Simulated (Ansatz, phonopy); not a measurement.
# AgC (hypothetical, Fm-3m): a volume series of phonon spectra, part 3 of 3

Which modes of AgC (hypothetical) drive its thermal expansion? The crystal structure is hypothetical: it was made by swapping elements on a known structure type.

Ansatz 0.2.0; DFT PBEsol, scalar-relativistic, plane waves, PAW.

So far. Step 9 (A cell at another volume, V/V0 0.985): The run ends at a pressure of 2.50 GPa. Step 10 (Phonons, V/V0 0.985): The lowest solved frequency is -140 cm⁻¹, so the cell is unstable here and gives no valid free energy. The highest zone-centre mode (no LO–TO term) moved by +8.8 % for a volume change of -1.5 %.

## (11) A cell at another volume, V/V0 1.03

Symmetry fixes every atom, so a single point at the scaled cell gives the energy and pressure of this member.

The cell differs from the one that the last finished run ended in (a 3.213 → 3.262 Å, b 3.213 → 3.262 Å, c 3.213 → 3.262 Å).

input.yaml reads:

```yaml
crystal:
  lattice:
    - [0.0, 2.3062846911, 2.3062846911]
    - [2.3062846911, 0.0, 2.3062846911]
    - [2.3062846911, 2.3062846911, 0.0]
  atoms:
    - { symbol: Ag, position: [0.0, 0.0, 0.0] }
    - { symbol: C, position: [0.5, 0.5, 0.5] }
kpoints:
  mp_grid: { grid: [16, 16, 16] }
hamiltonian:
  xc: pbesol
scf:
  occupations: { method: methfessel_paxton, width: 0.15 }
output:
  forces: true
  stress: true
  eigenvalues: true
```

On the command line:

```console
$ ansatz run input.yaml --threads 4 --pin off --max-ram 8192MiB --backend cpu --events-out ev --progress --plain --runs-dir out
```

Numbers of over 12 decimals in the logs are rounded to 6 here.

The program printed:

```text
[...]
Crystal: 2 atoms, lattice volume = 24.534 Å³
Basis set: ecut = 420 eV, 531 PW (Γ), exchange–correlation on 48×48×48 points (8 copies of the dense FFT grid, shifted against one another)
Bands: 16, of which v1, the nominal top of the filled ones, is band 12 counted from 1 (11 counted from 0)
Symmetry: 48 space group operations
[...]
k-points: 145 of 4096
[...]
--- Band table (eV; the first three rows and the last of 145) ---
  k-point 0: bands = [... 8 lower, 9.9064, 9.9064, 15.2433, 15.2433, 15.2433, 20.6893, 28.0112, 31.3344]
  k-point 1: bands = [... 8 lower, 9.8525, 9.8525, 15.0430, 15.3576, 15.3576, 20.8982, 27.7955, 31.1613]
  k-point 2: bands = [... 8 lower, 9.8314, 9.8314, 14.5430, 15.6704, 15.6704, 21.4083, 27.1585, 30.5914]
  k-point 144: bands = [... 8 lower, 10.8330, 12.5363, 12.7749, 12.7749, 14.2179, 23.2863, 25.7355, 25.7355]
[key lines of the parts left out:]
SCF converged after 5 iterations
Free energy (F): -7764.608490 eV
Fermi energy:    14.705042 eV
P = ⅓ Tr σ = -4.3849 GPa (-43.849 kbar)
```

Wall time 0.77 s (4 threads of Arm Neoverse V2, shared host); peak memory 0.33 GiB; 2.4 s of CPU time.

The run ends at a pressure of -4.38 GPa.

## (12) Phonons, V/V0 1.03

Phonons at this volume give one point of F(V, T); meshes stay fixed along the series.

input.yaml, the sections that differ from step 11:

```yaml
output:
  eigenvalues: true
phonons:
  method: dfpt
  qmesh: [4, 4, 4]
  temperatures: { t_max: 1000, t_step: 50 }
  qpath:
    path:
      - [[0.0, 0.0, 0.0], [0.5, 0.0, 0.5], [0.625, 0.25, 0.625]]
      - [[0.375, 0.375, 0.75], [0.0, 0.0, 0.0], [0.5, 0.5, 0.5], [0.5, 0.25, 0.75], [0.5, 0.0, 0.5]]
    npoints: 10
# crystal, kpoints, hamiltonian, scf: as in step 11
```

The program printed:

```text
[...]
Crystal: 2 atoms, lattice volume = 24.534 Å³
Basis set: ecut = 420 eV, 531 PW (Γ), exchange–correlation on 48×48×48 points (8 copies of the dense FFT grid, shifted against one another)
Bands: 16, of which v1, the nominal top of the filled ones, is band 12 counted from 1 (11 counted from 0)
Symmetry: 48 space group operations
k-points: 145 of 4096
[...]
k-point 144: bands = [... 8 lower, 10.8330, 12.5363, 12.7749, 12.7749, 14.2179, 23.2863, 25.7355, 25.7355]
[...]
ASR residual: 7.088e-6 → 0.000e0 eV/Å²; symmetrization residual: 8.432e-8 eV/Å²
  ASR residual per site (eV/Å²): 7.09e-6 3.14e-6
  Γ frequencies (cm⁻¹): 0.00 0.00 0.00 178.04 178.04 178.04
--- Phonons (arbitrary-q DFPT): 8 irreducible q on the 4×4×4 mesh ---
[...]
interpolated dispersion: 62 rows × 6 modes
[...]
[key lines of the parts left out:]
SCF converged after 7 iterations
Free energy (F): -7764.608490 eV
Fermi energy:    14.705063 eV
```

Elapsed: 5 min, on 4 threads; peak memory 3.5 GiB.

No LO-TO term. Phonon branches along the path, in cm⁻¹:

```
    point  branch 1  branch 2  branch 3  branch 4  branch 5  branch 6
        Γ         0         0         0       178       178       178
        X       -82        50        50       209       215       215
        U      -140       -16        82       189       200       256
jump to K      -140       -16        82       189       200       256
        Γ         0         0         0       178       178       178
        L       117       117       139       224       224       276
        W       -21       -21       113       234       234       270
        X       -82        50        50       209       215       215
```

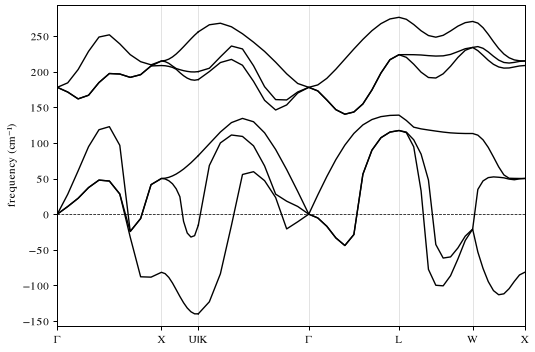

Phonon branches along the path.

The lowest solved frequency is -142 cm⁻¹, so the cell is unstable here and gives no valid free energy. The highest zone-centre mode (no LO–TO term) moved by -18.1 % for a volume change of +3.0 %.

## (13) A cell at another volume, V/V0 0.97

Symmetry fixes every atom, so a single point at the scaled cell gives the energy and pressure of this member.

The cell differs from the one that the last finished run ended in (a 3.262 → 3.197 Å, b 3.262 → 3.197 Å, c 3.262 → 3.197 Å).

input.yaml, the sections that differ from step 12:

```yaml
crystal:
  lattice:
    - [0.0, 2.2606036235, 2.2606036235]
    - [2.2606036235, 0.0, 2.2606036235]
    - [2.2606036235, 2.2606036235, 0.0]
  atoms:
    - { symbol: Ag, position: [0.0, 0.0, 0.0] }
    - { symbol: C, position: [0.5, 0.5, 0.5] }
output:
  forces: true
  stress: true
  eigenvalues: true
# kpoints, hamiltonian, scf: as in step 12
# phonons: removed
```

The program printed:

```text
[...]
Crystal: 2 atoms, lattice volume = 23.105 Å³
Basis set: ecut = 420 eV, 459 PW (Γ), exchange–correlation on 48×48×48 points (8 copies of the dense FFT grid, shifted against one another)
Bands: 16, of which v1, the nominal top of the filled ones, is band 12 counted from 1 (11 counted from 0)
Symmetry: 48 space group operations
[...]
k-points: 145 of 4096
[...]
--- Band table (eV; the first three rows and the last of 145) ---
  k-point 0: bands = [... 8 lower, 10.9467, 10.9467, 16.4973, 16.4973, 16.4973, 22.6190, 29.3142, 33.1260]
  k-point 1: bands = [... 8 lower, 10.8860, 10.8860, 16.3043, 16.6248, 16.6248, 22.8215, 29.1396, 32.9339]
  k-point 2: bands = [... 8 lower, 10.8563, 10.8563, 15.8164, 16.9734, 16.9734, 23.3178, 28.5900, 32.3847]
  k-point 144: bands = [... 8 lower, 11.9762, 13.9499, 13.9499, 13.9524, 15.5101, 25.1310, 27.3556, 27.3556]
[key lines of the parts left out:]
SCF converged after 5 iterations
Free energy (F): -7764.607258 eV
Fermi energy:    16.030849 eV
P = ⅓ Tr σ = 5.2293 GPa (52.293 kbar)
```

The job ended after 0.73 s (4 threads; peak memory 0.33 GiB; 2.2 s of CPU time).

The run ends at a pressure of 5.23 GPa.

## (14) Lattice dynamics at this volume, V/V0 0.97

Phonons at this volume give one point of F(V, T); meshes stay fixed along the series.

input.yaml, the sections that differ from step 13:

```yaml
output:
  eigenvalues: true
phonons:
  method: dfpt
  qmesh: [4, 4, 4]
  temperatures: { t_max: 1000, t_step: 50 }
  qpath:
    path:
      - [[0.0, 0.0, 0.0], [0.5, 0.0, 0.5], [0.625, 0.25, 0.625]]
      - [[0.375, 0.375, 0.75], [0.0, 0.0, 0.0], [0.5, 0.5, 0.5], [0.5, 0.25, 0.75], [0.5, 0.0, 0.5]]
    npoints: 10
# crystal, kpoints, hamiltonian, scf: as in step 13
```

The program printed:

```text
[...]
Crystal: 2 atoms, lattice volume = 23.105 Å³
Basis set: ecut = 420 eV, 459 PW (Γ), exchange–correlation on 48×48×48 points (8 copies of the dense FFT grid, shifted against one another)
Bands: 16, of which v1, the nominal top of the filled ones, is band 12 counted from 1 (11 counted from 0)
Symmetry: 48 space group operations
k-points: 145 of 4096
[...]
k-point 144: bands = [... 8 lower, 11.9762, 13.9499, 13.9499, 13.9525, 15.5101, 25.1311, 27.3556, 27.3556]
[...]
ASR residual: 1.250e-4 → 0.000e0 eV/Å²; symmetrization residual: 5.659e-7 eV/Å²
  ASR residual per site (eV/Å²): 7.96e-5 1.25e-4
  Γ frequencies (cm⁻¹): 0.00 0.00 0.00 255.48 255.48 255.48
--- Phonons (arbitrary-q DFPT): 8 irreducible q on the 4×4×4 mesh ---
[...]
interpolated dispersion: 62 rows × 6 modes
[...]
[key lines of the parts left out:]
SCF converged after 6 iterations
Free energy (F): -7764.607258 eV
Fermi energy:    16.030868 eV
```

Elapsed: 5.3 min, on 4 threads; peak memory 3.4 GiB; 20 min of CPU time.

No LO-TO term. Phonon branches along the path, in cm⁻¹:

```
    point  branch 1  branch 2  branch 3  branch 4  branch 5  branch 6
        Γ         0         0         0       256       256       256
        X       -72        48        48       275       289       289
        U      -144        50        92       253       263       315
jump to K      -144        50        92       253       263       315
        Γ         0         0         0       256       256       256
        L       137       137       162       284       284       334
        W       -25       -25       133       301       301       328
        X       -72        48        48       275       289       289
```

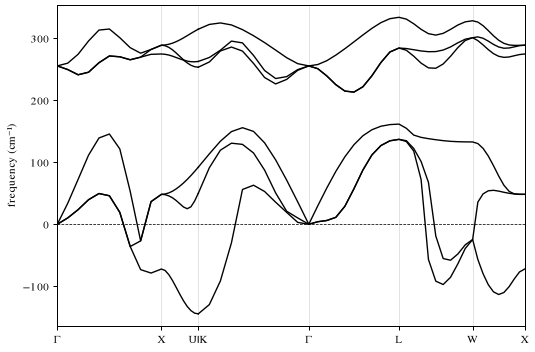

Phonon branches along the path.

The lowest solved frequency is -139 cm⁻¹, so the cell is unstable here and gives no valid free energy. The highest zone-centre mode (no LO–TO term) moved by +17.6 % for a volume change of -3.0 %.

## (15) Single point at a scaled cell, V/V0 1.05

Symmetry fixes every atom, so a single point at the scaled cell gives the energy and pressure of this member.

The cell differs from the one that the last finished run ended in (a 3.197 → 3.283 Å, b 3.197 → 3.283 Å, c 3.197 → 3.283 Å).

input.yaml, the sections that differ from step 14:

```yaml
crystal:
  lattice:
    - [0.0, 2.3211165116, 2.3211165116]
    - [2.3211165116, 0.0, 2.3211165116]
    - [2.3211165116, 2.3211165116, 0.0]
  atoms:
    - { symbol: Ag, position: [0.0, 0.0, 0.0] }
    - { symbol: C, position: [0.5, 0.5, 0.5] }
output:
  forces: true
  stress: true
  eigenvalues: true
# kpoints, hamiltonian, scf: as in step 14
# phonons: removed
```

The program printed:

```text
[...]
Crystal: 2 atoms, lattice volume = 25.010 Å³
Basis set: ecut = 420 eV, 531 PW (Γ), exchange–correlation on 48×48×48 points (8 copies of the dense FFT grid, shifted against one another)
Bands: 16, of which v1, the nominal top of the filled ones, is band 12 counted from 1 (11 counted from 0)
Symmetry: 48 space group operations
[...]
k-points: 145 of 4096
[...]
--- Band table (eV; the first three rows and the last of 145) ---
  k-point 0: bands = [... 8 lower, 9.5851, 9.5851, 14.8565, 14.8565, 14.8565, 20.0952, 27.6051, 30.7813]
  k-point 1: bands = [... 8 lower, 9.5332, 9.5332, 14.6535, 14.9662, 14.9662, 20.3062, 27.3754, 30.6137]
  k-point 2: bands = [... 8 lower, 9.5146, 9.5146, 14.1499, 15.2680, 15.2680, 20.8205, 26.7109, 30.0357]
  k-point 144: bands = [... 8 lower, 10.4806, 12.1022, 12.4143, 12.4143, 13.8208, 22.7187, 25.2332, 25.2332]
[key lines of the parts left out:]
SCF converged after 5 iterations
Free energy (F): -7764.591645 eV
Fermi energy:    14.296660 eV
P = ⅓ Tr σ = -6.9010 GPa (-69.010 kbar)
```

Run time: 0.79 s. Hardware: 4 threads; peak memory 0.33 GiB.

The run ends at a pressure of -6.90 GPa.

## (16) Phonons, V/V0 1.05

The same q-mesh and k-mesh are kept at every volume, so that much of their error can cancel in the differences.

input.yaml, the sections that differ from step 15:

```yaml
output:
  eigenvalues: true
phonons:
  method: dfpt
  qmesh: [4, 4, 4]
  temperatures: { t_max: 1000, t_step: 50 }
  qpath:
    path:
      - [[0.0, 0.0, 0.0], [0.5, 0.0, 0.5], [0.625, 0.25, 0.625]]
      - [[0.375, 0.375, 0.75], [0.0, 0.0, 0.0], [0.5, 0.5, 0.5], [0.5, 0.25, 0.75], [0.5, 0.0, 0.5]]
    npoints: 10
# crystal, kpoints, hamiltonian, scf: as in step 15
```

The program printed:

```text
[...]
Crystal: 2 atoms, lattice volume = 25.010 Å³
Basis set: ecut = 420 eV, 531 PW (Γ), exchange–correlation on 48×48×48 points (8 copies of the dense FFT grid, shifted against one another)
Bands: 16, of which v1, the nominal top of the filled ones, is band 12 counted from 1 (11 counted from 0)
Symmetry: 48 space group operations
k-points: 145 of 4096
[...]
k-point 144: bands = [... 8 lower, 10.4807, 12.1023, 12.4143, 12.4143, 13.8208, 22.7188, 25.2332, 25.2332]
[...]
ASR residual: 8.322e-6 → 0.000e0 eV/Å²; symmetrization residual: 1.134e-7 eV/Å²
  ASR residual per site (eV/Å²): 8.32e-6 4.63e-7
  Γ frequencies (cm⁻¹): 0.00 0.00 0.00 150.19 150.19 150.19
--- Phonons (arbitrary-q DFPT): 8 irreducible q on the 4×4×4 mesh ---
[...]
interpolated dispersion: 62 rows × 6 modes
[...]
[key lines of the parts left out:]
SCF converged after 7 iterations
Free energy (F): -7764.591645 eV
Fermi energy:    14.296682 eV
```

Elapsed: 5.2 min, on 4 threads; peak memory 3.6 GiB.

No LO-TO term. Phonon branches along the path, in cm⁻¹:

```
    point  branch 1  branch 2  branch 3  branch 4  branch 5  branch 6
        Γ         0         0         0       150       150       150
        X       -87        51        51       188       192       192
        U      -140       -35        79       168       181       237
jump to K      -140       -35        79       168       181       237
        Γ         0         0         0       150       150       150
        L       111       111       132       204       204       258
        W       -21       -21       107       212       212       252
        X       -87        51        51       188       192       192
```

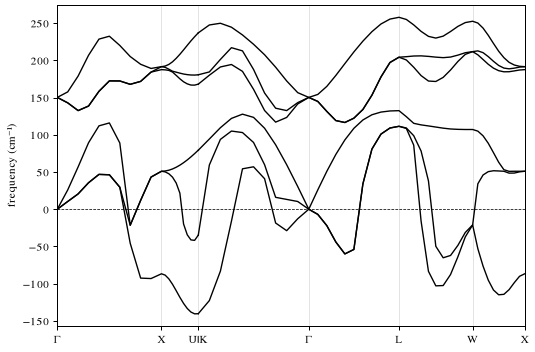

Phonon branches along the path.

The lowest solved frequency is -144 cm⁻¹, so the cell is unstable here and gives no valid free energy. The highest zone-centre mode (no LO–TO term) moved by -30.9 % for a volume change of +5.0 %.

## (17) Mode Grüneisen parameters

This step: DFT PBEsol, scalar-relativistic, plane waves, PAW (phonopy 4.10.0).

Volume series, by row:

```
 V/V0  V (Å³/atom)  pressure (GPa)  E - E0 (meV/atom)  gap (eV)  zero-point energy (meV/atom)  lowest on the path (cm⁻¹)  highest at Gamma without the LO-TO term (cm⁻¹)
 0.97        11.55           5.229              5.692         0                             -                     -144.5                                           255.5
0.985        11.73             2.5              1.392         0                             -                     -142.9                                           236.5
    1        11.91          -0.001                  0         0                             -                     -141.5                                           217.3
1.015        12.09          -2.291              1.265         0                             -                     -140.5                                           197.9
 1.03        12.27          -4.385              4.984         0                             -                     -139.9                                             178
 1.05        12.51          -6.901              13.37         0                             -                     -140.5                                           150.2
```

Optical frequency at Gamma without the LO-TO term, mode 4 against V/V0:

```
  V/V0  optical frequency at Gamma without the LO-TO term, mode 4 (cm⁻¹)
0.9700                                                               255
0.9850                                                               236
1.0000                                                               217
1.0150                                                               198
1.0300                                                               178
1.0500                                                               150
```

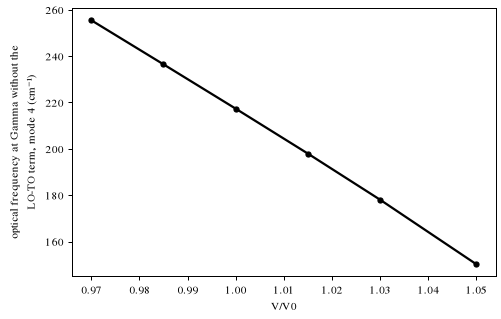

Optical frequency at Gamma without the LO-TO term, mode 4 against V/V0.

## (18) Results

```json
{
  "lowest frequency over the volumes": "-144 cm⁻¹"
}
```

Imaginary modes appear at V/V0 = 0.97, 0.985, 1, 1.015, 1.03 and 1.05, so too few stable volumes remain for a free-energy fit. Mode Grüneisen parameters diverge near a vanishing branch and are not given. The softest solved mode at V/V0 = 1.05 is 144i cm⁻¹ at q = (0, 0.25, -0.5), and 4 of 8 solved wavevectors carry a mode beyond 8i cm⁻¹. In a metal soft modes also hang on the k-mesh and the smearing, which were not converged here. The program warned that a few bands missed the eigensolver's threshold in at least one of the runs. The PAW files were made for PBE and are used here under another functional, for which the program regenerates the frozen cores.

[Logs are printed without paths, hosts, clocks, repeated set-up lines and the standing remarks that a program may print on its own settings, such as how far it seeks lower states.]

[Hosts, paths, dates, database ids (printed as entryN), source tags and the programs' standing remarks are cut or masked in the printed files.]

[A step with changed settings may run another functional than the one named; its input shows which.]

[Of the runs on displaced cells, only some may be shown.]
